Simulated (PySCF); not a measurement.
# NbNCl₂: structure of the singlet

Aim: relax NbNCl₂ as a singlet from a T-shaped (ligand arrangement 2) start, check by its vibrations whether the end is a minimum, and collect its spectrum and constants.

Computed with PySCF 2.14.0. Level: PBE0, basis Nb def2-SVP with ECP28, N def2-SVP, Cl def2-SVP, scalar-relativistic core potentials, no spin–orbit coupling, density fitting.

## 1. Starting geometry

4 atoms, charge 0, spin multiplicity 1.

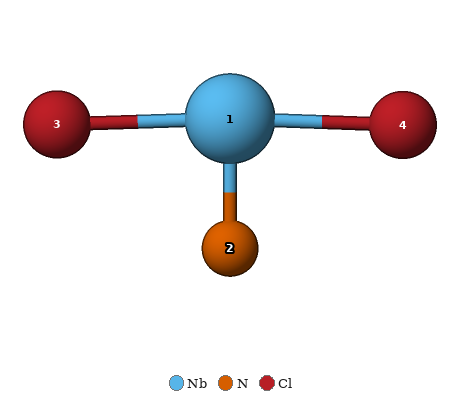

Start geometry, drawn with niobium blue, nitrogen orange, chlorine red; atoms are numbered from 1 in the order of the file.

Z-matrix (Å, degrees; charge 0 multiplicity 1):
```
Nb
N  1 1.8500
Cl 1 2.4600 2 88.00
Cl 1 2.4600 2 88.00 3 180.00
```

## 2. First SCF at the start

One driver script runs all steps and calls PySCF; scf.py shows how it sets up the SCF of each step. The optimiser is the driver's own. After this first run the driver tries any further starts and a stability analysis.

File scf.py:

```python
from pyscf import gto, scf, dft
mol = gto.M(atom='''
Nb     0.000000     0.000000     0.000000
N      0.000000     0.000000     1.850000
Cl     2.458500     0.000000     0.085900
Cl    -2.458500     0.000000     0.085900''',
    basis={'Nb': 'def2-SVP', 'N': 'def2-SVP', 'Cl': 'def2-SVP'},
    ecp={'Nb': 'def2-SVP'},
    charge=0, spin=0)
mf = dft.RKS(mol, xc='PBE0')
mf.grids.atom_grid = (50, 194)
aux = {'Nb': 'def2-universal-JKFIT', 'N': 'def2-universal-JKFIT', 'Cl': 'def2-universal-JKFIT'}
mf = mf.density_fit(auxbasis=aux)
mf.conv_tol = 1e-08
mf.diis_space = 10
mf.max_cycle = 60
mf.init_guess = 'minao'
mf.verbose = 4
mf.kernel()
```

Command:

```
> OMP_NUM_THREADS=2 python axn.py task.json out
```

The log of the run:

```text
init E= -1024.24301158973
  HOMO = -0.552618606669404  LUMO = -0.52528784172642  gap/eV = 0.74371
cycle= 1 E= -1026.68342703739  delta_E= -2.44  |g|= 4.03  |ddm|= 4.79
  HOMO = 0.134381472511661  LUMO = 0.146534978410334  gap/eV = 0.33071
cycle= 2 E= -1005.32779096844  delta_E= 21.4  |g|= 6.72  |ddm|= 12.3
  HOMO = -0.281747085146059  LUMO = -0.176716328188887  gap/eV = 2.85803
cycle= 3 E= -1031.23325336813  delta_E= -25.9  |g|= 0.765  |ddm|= 11.2
  HOMO = -0.22391793617919  LUMO = -0.167043526927166  gap/eV = 1.54763
cycle= 4 E= -1031.14122872933  delta_E= 0.092  |g|= 1.05  |ddm|= 1.79
  HOMO = -0.214811662546566  LUMO = -0.143988795374668  gap/eV = 1.92719
cycle= 5 E= -1031.38487585778  delta_E= -0.244  |g|= 0.407  |ddm|= 1.19
  HOMO = -0.268107626284497  LUMO = -0.172838264955558  gap/eV = 2.59241
cycle= 6 E= -1031.42529854004  delta_E= -0.0404  |g|= 0.117  |ddm|= 0.418
  HOMO = -0.265552450627403  LUMO = -0.170725543392303  gap/eV = 2.58037
cycle= 7 E= -1031.42832707289  delta_E= -0.00303  |g|= 0.0162  |ddm|= 0.0773
  HOMO = -0.264818292701328  LUMO = -0.168827811896209  gap/eV = 2.61203
cycle= 8 E= -1031.42839185403  delta_E= -6.48e-05  |g|= 0.00687  |ddm|= 0.019
  HOMO = -0.264558202932122  LUMO = -0.168700422100927  gap/eV = 2.60842
cycle= 9 E= -1031.42840509419  delta_E= -1.32e-05  |g|= 0.000595  |ddm|= 0.00784
  HOMO = -0.264603017314556  LUMO = -0.168766256732044  gap/eV = 2.60785
cycle= 10 E= -1031.42840533295  delta_E= -2.39e-07  |g|= 0.000999  |ddm|= 0.00262
  HOMO = -0.264601831820464  LUMO = -0.168737512575392  gap/eV = 2.60860
cycle= 11 E= -1031.4284056433  delta_E= -3.1e-07  |g|= 0.000154  |ddm|= 0.00139
  HOMO = -0.264600327605457  LUMO = -0.168727195955169  gap/eV = 2.60884
cycle= 12 E= -1031.42840566553  delta_E= -2.22e-08  |g|= 2.82e-05  |ddm|= 0.000715
  HOMO = -0.264601182902815  LUMO = -0.168730009685462  gap/eV = 2.60879
cycle= 13 E= -1031.42840566604  delta_E= -5.09e-10  |g|= 8.7e-06  |ddm|= 7.09e-05
  HOMO = -0.264600402439392  LUMO = -0.168731723980075  gap/eV = 2.60872
Extra cycle  E= -1031.4284056657  delta_E= 3.43e-10  |g|= 4.25e-05  |ddm|= 3.94e-05
converged SCF energy = -1031.4284056657
```

This step, with its further starts and checks, needed 57 s of wall time on 2 threads of Intel Xeon at 2.50GHz (Skylake/Cascade Lake), shared host.

Energies from each starting density:

```
                      start   energy (Eh)
    the minimal-basis guess  -1031.428406
a thermally smeared density  -1031.428406
      a smeared PBE density  -1031.428406
```

The test of internal stability and the other starts found no lower closed-shell solution.

## 3. T-shaped (ligand arrangement 2) start, singlet: relaxation

The program finds C2v symmetry in the start, which this walk keeps. The walk stops when the largest gradient is under 0.0003 Eh/bohr and the energy has settled too.

Changes to scf.py since step 2:

```diff
@@ -3,4 +3,4 @@
-Nb     0.000000     0.000000     0.000000
-N      0.000000     0.000000     1.850000
-Cl     2.458500     0.000000     0.085900
-Cl    -2.458500     0.000000     0.085900''',
+Nb     0.000000     0.000000    -0.180457
+N      0.000000     0.000000     1.669543
+Cl     2.458500     0.000000    -0.094557
+Cl    -2.458500     0.000000    -0.094557''',
@@ -17 +16,0 @@
-mf.init_guess = 'minao'
```

The optimiser's trace:

```
step   energy (Eh)  change (kJ/mol)  largest symmetric gradient (Eh/bohr)
   0  -1031.428406             0.00                               0.20050
   1  -1031.486985          -153.80                               0.02419
   2  -1031.497850          -182.33                               0.02759
   3  -1031.506855          -205.97                               0.01943
   4  -1031.509101          -211.87                               0.00291
   5  -1031.509334          -212.48                               0.00048
   6  -1031.509341          -212.49                               0.00002
```

The walk took 92 s.

Positions (Å) and forces (eV/Å) along the way:

```
step 0
Nb   0.000   0.000  -0.180   0.000   0.000  10.310
N    0.000   0.000   1.670   0.000   0.000  -8.132
Cl   2.458   0.000  -0.095  -1.183   0.000  -1.089
Cl  -2.458   0.000  -0.095   1.183   0.000  -1.089
step 1
Nb   0.000   0.000  -0.011   0.000   0.000   1.244
N    0.000   0.000   1.612   0.000   0.000   0.183
Cl   2.419   0.000  -0.151  -0.875   0.000  -0.714
Cl  -2.419   0.000  -0.151   0.875   0.000  -0.714
step 3
Nb   0.000   0.000   0.211   0.000   0.000   0.999
N    0.000   0.000   1.855   0.000   0.000  -0.656
Cl   2.282   0.000  -0.383  -0.324   0.000  -0.171
Cl  -2.282   0.000  -0.383   0.324   0.000  -0.171
step 6
Nb   0.000   0.000   0.324   0.000   0.000   0.000
N    0.000   0.000   1.960   0.000   0.000   0.001
Cl   2.191   0.000  -0.492  -0.001   0.000   0.000
Cl  -2.191   0.000  -0.492   0.001   0.000   0.000
```

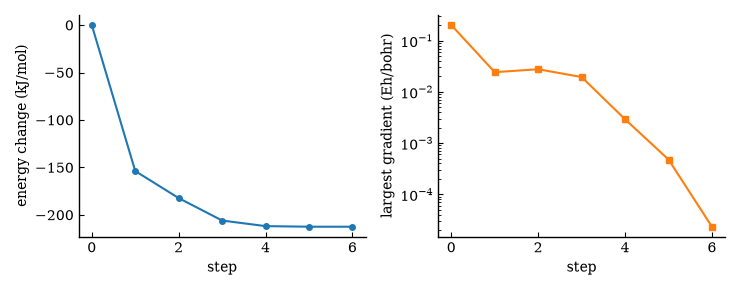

How energy and gradient fall.

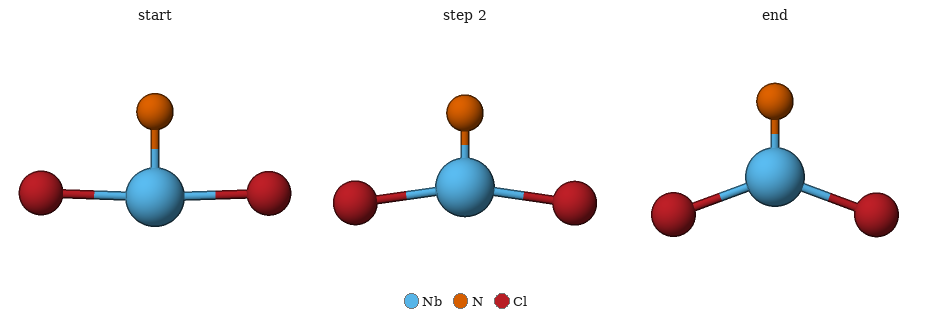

The geometry along the walk, at one scale.

It settles in C2v symmetry, 212.5 kJ/mol below the start, after 6 steps: Nb–Cl 2.338 Å (×2), Nb–N 1.636 Å; Cl–Nb–Cl 139.2°, Cl–Nb–N 110.4° (×2).

## 4. Is it a minimum? Harmonic modes

The point was taken to the finer grid, but the Hessian ran out of time, so its nature is unknown.

## 5. Summary of results

| quantity | value |
| --- | --- |
| relaxations | 1 |
| converged | 1 |
| saddle points found | 0 |
| minima found | 0 |

What this shows: No minimum was confirmed: the time limit cut the work short. No equilibrium property of the molecule follows from this session.
